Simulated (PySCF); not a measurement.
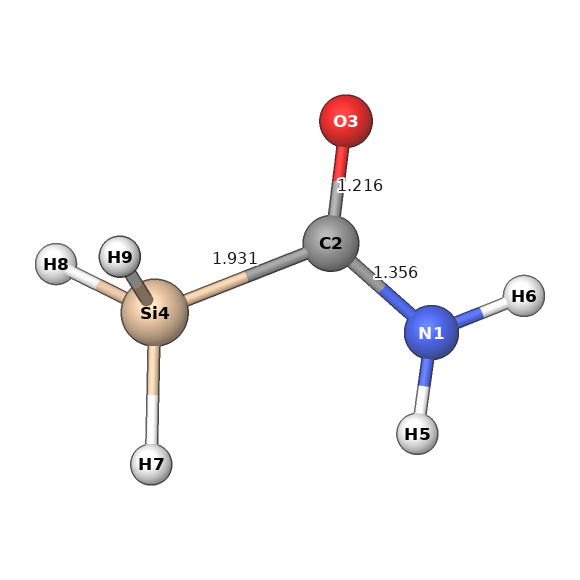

The numbers beside the sticks are distances in Å. Sticks don't show bond order. Computed geometry: PBE0-D3(BJ)/def2-SVP optimisation. No frequency run is at hand to confirm it as a minimum.

> Which of the marked bonds are single, double, triple or aromatic?

N1–C2 single; C2–O3 double; C2–Si4 single.

> Write the SMILES.

NC(=O)[SiH3]
